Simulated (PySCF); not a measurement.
## Electronic structure of C$_{6}$H$_{6}$F$_{2}$N$_{2}$ in real space

The calculation's input:

```
{"job": {"kind": "nmr", "xc": "PBE0", "basis": "pcSseg-1", "solvent": "acetonitrile", "pop": false}, "charge": 0, "multiplicity": 1}
C      2.357688     0.514725     0.653208
C      1.115544    -0.031804     0.036714
C      1.144807    -1.062835    -0.909947
N      0.062897    -1.576863    -1.457333
N     -1.111305    -1.141595    -1.136362
C     -1.240940    -0.167396    -0.250244
C     -2.650053     0.280189     0.063880
F     -3.391449    -0.741659     0.549834
F     -3.281188     0.727765    -1.045702
C     -0.147472     0.431523     0.374083
H      2.255055     1.579405     0.850356
H      3.216262     0.346877     0.008204
H      2.543104     0.013065     1.603415
H      2.079698    -1.491403    -1.243204
H     -2.671970     1.092361     0.810468
H     -0.280677     1.227646     1.092629
```

Run with:

```sh
OMP_NUM_THREADS=1 python ens_run.py task.json out
```

Geometry: GFN2-xTB.

These are results of PBE0/pcSseg-1, SCF density, in a acetonitrile solvent model, non-relativistic in PySCF, not measurements.

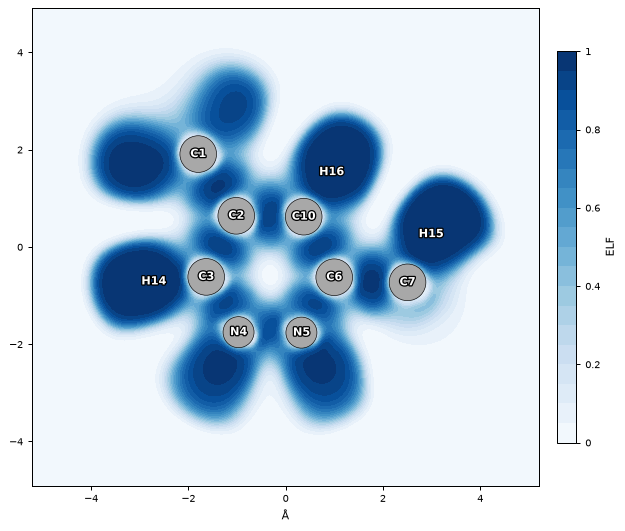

Figure 1. ELF on the plane of atoms C1, C2 and C3. Grey discs cover the atomic cores.

> Describe what can be read from this map.

The plane passes through C, N and H nuclei. N–N (1.29 Å): the ELF peaks at about 0.90 between the atoms (a covalent bond). C–N (1.32 Å): the ELF peaks at about 0.90 between the atoms; localised, covalent bonding. C–C (1.39 Å): the ELF peaks at about 0.95 between the atoms, as expected for a covalent bond. C–H (1.08 Å): the ELF climbs to about 1 towards the hydrogen, as it does in any bond to H (an ordinary covalent bond to hydrogen). C–C (1.49 Å): the ELF peaks at about 0.95 between the atoms (localised, covalent bonding). The ELF also peaks beside N4 and N5, away from the bonds: lone-pair regions.

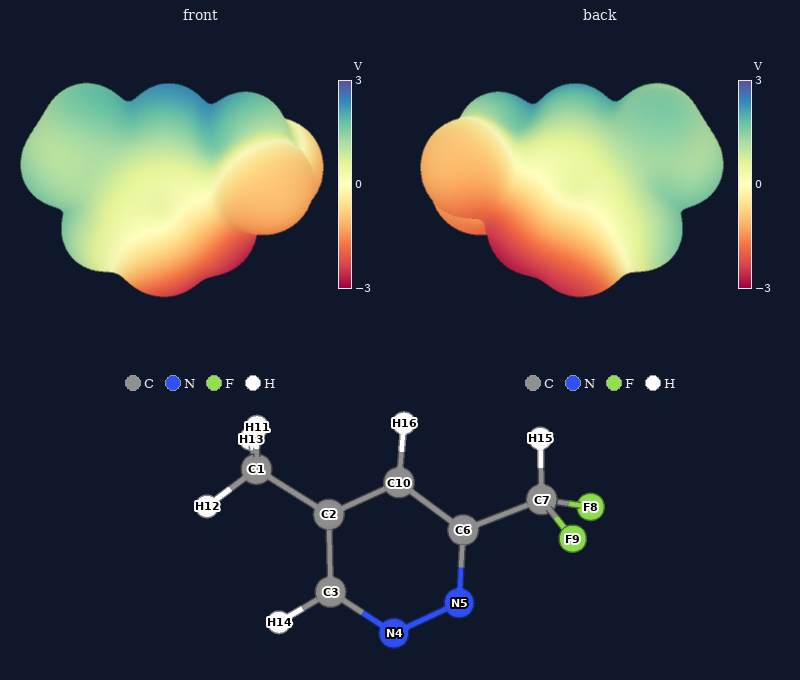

Figure 2. The molecular electrostatic potential painted on the density surface at 0.002 e/bohr³, seen from the front and from behind; the colour scale runs from red (negative) to blue (positive). The bare structure is drawn below in the same view.

> Describe the electrostatic potential map.

The most negative region (about −2.7 V, or −62 kcal/mol for a unit charge) lies over N5, the most positive (about +2.3 V, or +53 kcal/mol for a unit charge) over H15 and H16. N5 is the likeliest acceptor of a hydrogen bond.

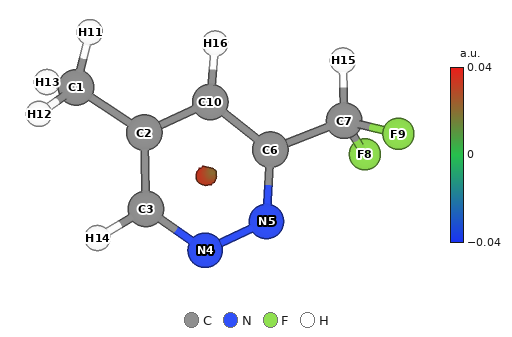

Figure 3. Non-covalent interaction (NCI) plot: the surface where the reduced density gradient is 0.5, for densities under 0.05 a.u., coloured by sign(λ₂)ρ; seen at a tilt.

> Identify the weak interactions.

Inside the ring or cage of C2, C3, N4, N5, C6 and C10: steric crowding (red).
